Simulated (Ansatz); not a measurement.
**Geometry relaxation of WH$_{2}$Cl$_{2}$OF$_{3}$ (part 2 of 2)**

WH$_{2}$Cl$_{2}$OF$_{3}$, multiplicity 2; UKS PBE/def2-SVP (Ansatz 0.2.0). The input holds or restrains some coordinates. It belongs to a series of runs on one base structure; here: pulled along the bonds that form and break, towards end B.

Geometry of the input (Å):
```
W  0.0000  0.0000  0.0000
Cl 0.0000  0.0000  2.6400
F  1.8500  0.0000  0.0000
H  0.0000  1.7200  0.0000
O  -1.9400  0.0000  0.0000
H  -2.2771  -0.1263  0.9437
F  0.0000  -1.8500  0.0000
F  0.0000  0.0000  -1.8500
Cl 0.0000  0.0000  4.9800
```

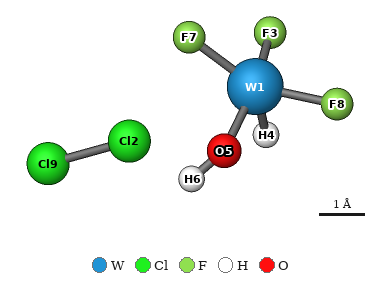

Figure 1. The geometry at step 8 of the log (ball-and-stick view, seen at a tilt; atoms are numbered from 1 in the order of the input).

Trajectory as extended XYZ, continued:
```
9
Properties=species:S:1:pos:R:3:forces:R:3 step=3 energy=-37068.47017
W    -0.0261   -0.0282   -0.3196   -0.6007  -0.2316   5.4658
Cl    0.0009    0.0258    3.0262   -0.0107   0.2567  -2.3224
F     1.8278    0.0027    0.0111   -0.8794  -0.0065   0.0811
H     0.0048    1.7219    0.0064    0.0607  -0.3846  -0.1944
O    -1.8997    0.0014    0.0257    1.2988  -0.0354   0.6105
H    -2.2801   -0.1213    0.9303   -0.0818   0.1348  -0.4258
F     0.0097   -1.9005    0.0353    0.2058  -0.7291   0.5800
F    -0.0032    0.0497   -2.0399    0.0446   1.1119  -5.8807
Cl   -0.0012   -0.0080    5.0382   -0.0373  -0.1164   2.0859
9
Properties=species:S:1:pos:R:3:forces:R:3 step=4 energy=-37069.07708
W    -0.0407   -0.0552   -0.3950   -0.3185  -0.6211   0.9428
Cl    0.0047    0.0493    3.1452   -0.0026   0.1591  -1.4909
F     1.7806   -0.0009    0.0081   -0.4663  -0.0761   0.0113
H     0.0088    1.6718   -0.0355    0.0824  -0.3497  -0.1712
O    -1.8615    0.0010    0.0370    0.7166  -0.1221   0.2483
H    -2.2781   -0.1113    0.9196   -0.1111   0.1347  -0.1711
F     0.0283   -1.9338    0.0574    0.1831   0.1533   0.4097
F    -0.0038    0.1361   -2.2144   -0.0403   0.8063  -1.0048
Cl   -0.0053   -0.0132    5.1911   -0.0434  -0.0844   1.2260
9
Properties=species:S:1:pos:R:3:forces:R:3 step=5 energy=-37069.36254
W    -0.0560   -0.1236   -0.4369   -0.1095  -0.5569  -0.0871
Cl    0.0026    0.0925    3.1557   -0.0044   0.1091  -1.1233
F     1.7427   -0.0314    0.0046    0.0316  -0.1012  -0.0768
H     0.0349    1.5798   -0.0844    0.0478  -0.2361   0.0270
O    -1.8407   -0.0369    0.0461    0.0764  -0.1621   0.1522
H    -2.2835   -0.0819    0.9216   -0.0178   0.1386  -0.1701
F     0.0759   -1.9629    0.1431    0.1043   0.4703   0.2575
F    -0.0247    0.3255   -2.2546   -0.0824   0.4095   0.1852
Cl   -0.0183   -0.0174    5.2185   -0.0461  -0.0711   0.8355
9
Properties=species:S:1:pos:R:3:forces:R:3 step=6 energy=-37069.52994
W    -0.0595   -0.1943   -0.4729    0.1358  -0.2619  -0.1192
Cl   -0.0166    0.1245    3.1214    0.0032   0.0639  -0.8741
F     1.7480   -0.0787   -0.0702    0.1721   0.0012  -0.2197
H     0.0586    1.4713   -0.0499   -0.0272  -0.2245   0.1167
O    -1.8301   -0.0941    0.0367   -0.2555  -0.0422   0.3079
H    -2.2863   -0.0250    0.9093    0.1511   0.0380  -0.3959
F     0.1417   -1.9540    0.2931   -0.0879   0.5975  -0.0871
F    -0.0781    0.5125   -2.2417   -0.0448  -0.1253   0.6592
Cl   -0.0448   -0.0185    5.1879   -0.0468  -0.0468   0.6121
9
Properties=species:S:1:pos:R:3:forces:R:3 step=7 energy=-37069.61876
W    -0.0366   -0.2346   -0.4888    0.2147  -0.1509   0.0665
Cl   -0.0667    0.1448    3.0901    0.0309   0.0387  -0.9088
F     1.8086   -0.1103   -0.2477   -0.1264   0.0285  -0.2232
H     0.0652    1.3599    0.0941    0.0499  -0.0672  -0.0076
O    -1.8008   -0.1220    0.0424   -0.2900   0.0621   0.4234
H    -2.2568    0.0242    0.9078    0.1795  -0.0726  -0.4753
F     0.1841   -1.9374    0.3675   -0.0569   0.4196  -0.1929
F    -0.1538    0.6060   -2.2058    0.0534  -0.2241   0.6644
Cl   -0.1102    0.0130    5.1539   -0.0551  -0.0343   0.6534
9
Properties=species:S:1:pos:R:3:forces:R:3 step=8 energy=-37069.66355
W    -0.0279   -0.2705   -0.4746    0.4315   0.2876  -0.1865
Cl   -0.1011    0.1822    3.0773    0.0617   0.0118  -0.9383
F     1.8468   -0.1474   -0.4308   -0.4924  -0.0811  -0.0388
H     0.1428    1.2899    0.1615   -0.0178  -0.0579   0.1308
O    -1.7931   -0.1524    0.0673    0.0264   0.0935   0.3461
H    -2.2535    0.0007    0.9220    0.0040  -0.0631  -0.2520
F     0.2190   -1.9688    0.3459    0.0305   0.1129  -0.0439
F    -0.2041    0.7251   -2.0917    0.0269  -0.2779   0.2974
Cl   -0.1959    0.0849    5.1367   -0.0709  -0.0258   0.6852
9
Properties=species:S:1:pos:R:3:forces:R:3 step=9 energy=-37069.68489
W    -0.0178   -0.2697   -0.4872    0.1991   0.2252   0.1882
Cl   -0.1251    0.2204    3.0584    0.0915  -0.0039  -0.9914
F     1.8551   -0.1815   -0.5474   -0.3934   0.0146  -0.0042
H     0.1762    1.2382    0.2655    0.0610  -0.0722  -0.0899
O    -1.7658   -0.1396    0.1112    0.1675  -0.0249   0.0711
H    -2.2221   -0.0121    0.9666   -0.0725  -0.0120  -0.0343
F     0.2569   -1.9691    0.3106    0.0062  -0.0382  -0.0110
F    -0.2443    0.7433   -2.0780    0.0356  -0.0609   0.1256
Cl   -0.2802    0.1137    5.1140   -0.0950  -0.0276   0.7460
9
Properties=species:S:1:pos:R:3:forces:R:3 step=10 energy=-37069.69995
W    -0.0152   -0.2683   -0.4913   -0.0765  -0.0199   0.2931
Cl   -0.1251    0.2422    3.0520    0.1153  -0.0193  -0.9803
F     1.8444   -0.1925   -0.6131   -0.0465  -0.0016  -0.0177
H     0.2379    1.2132    0.2746    0.0114   0.0615  -0.0188
O    -1.7431   -0.1414    0.1619    0.1875  -0.0187  -0.0251
H    -2.1945   -0.0319    1.0206   -0.0777   0.0094   0.0444
F     0.2766   -1.9868    0.2597    0.0087  -0.0366   0.0006
F    -0.2769    0.7674   -2.0529   -0.0018   0.0494  -0.0371
Cl   -0.3711    0.1417    5.1022   -0.1206  -0.0240   0.7408
9
Properties=species:S:1:pos:R:3:forces:R:3 step=11 energy=-37069.71789
W    -0.0059   -0.2702   -0.4981   -0.2398  -0.0109   0.3313
Cl   -0.1342    0.2225    3.0487    0.1427  -0.0432  -0.8502
F     1.8408   -0.2193   -0.7394    0.0060   0.0241  -0.0161
H     0.3053    1.2052    0.2635    0.0223   0.0109  -0.0059
O    -1.6940   -0.1357    0.2532    0.2719  -0.0631  -0.1562
H    -2.1281   -0.0368    1.1221   -0.0327   0.0236   0.0815
F     0.3167   -2.0072    0.2035   -0.0308   0.0536  -0.0106
F    -0.3349    0.7965   -2.0265    0.0056   0.0054  -0.0133
Cl   -0.5330    0.1886    5.0867   -0.1452  -0.0004   0.6394
9
Properties=species:S:1:pos:R:3:forces:R:3 step=12 energy=-37069.72244
W    -0.0026   -0.2673   -0.5021   -0.1773  -0.0038   0.2849
Cl   -0.1474    0.1708    3.0521    0.1813  -0.0488  -0.8722
F     1.8353   -0.2174   -0.8103   -0.0146  -0.0099  -0.0084
H     0.3477    1.2117    0.2383   -0.0222  -0.0047  -0.0045
O    -1.6597   -0.1302    0.3078    0.1860  -0.0087  -0.1297
H    -2.0710   -0.0155    1.1881    0.0159   0.0085   0.0353
F     0.3353   -2.0004    0.2009    0.0026   0.0568  -0.0240
F    -0.3751    0.7865   -2.0311    0.0080  -0.0093   0.0252
Cl   -0.6296    0.2055    5.0699   -0.1796   0.0198   0.6935
9
Properties=species:S:1:pos:R:3:forces:R:3 step=13 energy=-37069.71841
W    -0.0003   -0.2696   -0.5047   -0.0761   0.0276   0.1464
Cl   -0.1767    0.1335    3.0539    0.2398  -0.0549  -0.9511
F     1.8284   -0.2247   -0.8653    0.0066   0.0211  -0.0058
H     0.3552    1.2191    0.2113    0.0273  -0.0006   0.0162
O    -1.6248   -0.1187    0.3524   -0.0228  -0.0149   0.0041
H    -2.0043    0.0107    1.2481    0.0493  -0.0055  -0.0368
F     0.3581   -1.9971    0.1969   -0.0077   0.0028   0.0085
F    -0.4014    0.7787   -2.0300    0.0099  -0.0139   0.0014
Cl   -0.7013    0.2118    5.0511   -0.2262   0.0384   0.8171
```

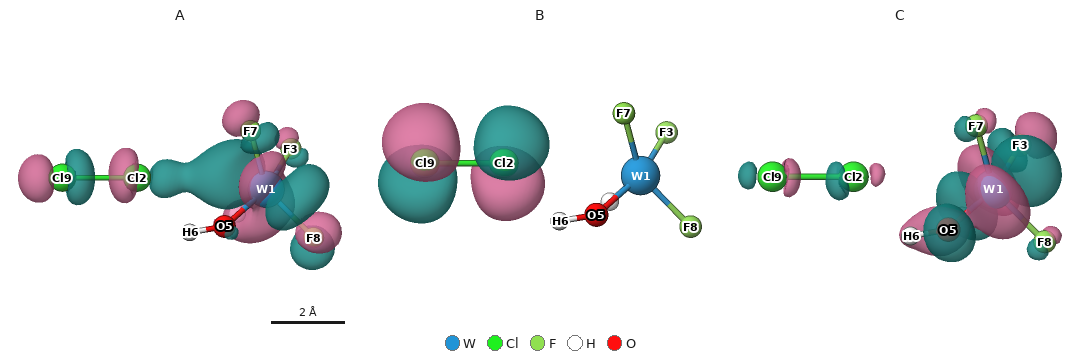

Figure 2. Three frontier orbitals at ±0.1 Å⁻³ᐟ² (teal and pink are the two phases). B is the HOMO−1 (α) (−7.05 eV). It lies mainly on Cl9 (55 %) and Cl2 (45 %); π-antibonding (π*) across Cl9–Cl2. A is the HOMO (α) (−5.27 eV). It lies mainly on W1 (55 %) and F8 (15 %). C is the LUMO (α) (−4.49 eV). By Hirshfeld shares it lies mainly on W1 (65 %), O5 (15 %) and F3 (10 %). The HOMO–LUMO gap is 0.78 eV between the orbital energies.

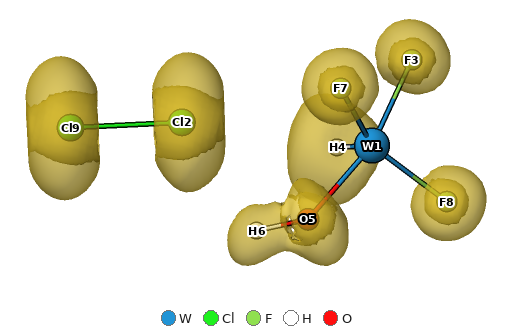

Figure 3. Isosurface of the ELF at 0.8 (yellow), seen face on. Only the valence region is drawn (cores and ρ < 0.01 e/Å³ removed). Along the contacts the grid gives the following. W1···Cl2 (3.59 Å): the ELF is only about 0.05 between them. W–O (1.84 Å): the ELF peaks at about 0.85 in the valence shell of O, 0.5 Å from its nucleus, and drops to about 0.25 between the two atoms.

Key numbers:

```csv
quantity,value
outcome,converged under the restraints of the input
total energy,−37069.7185 eV
mean-field energy,−37069.7185 eV
⟨S²⟩,0.753
"largest force (length of the vector) at the end, held atoms and coordinates included",0.982 eV/Å
wall time,54 s (CPU time 3.5 min)
peak memory,0.37 GiB
```
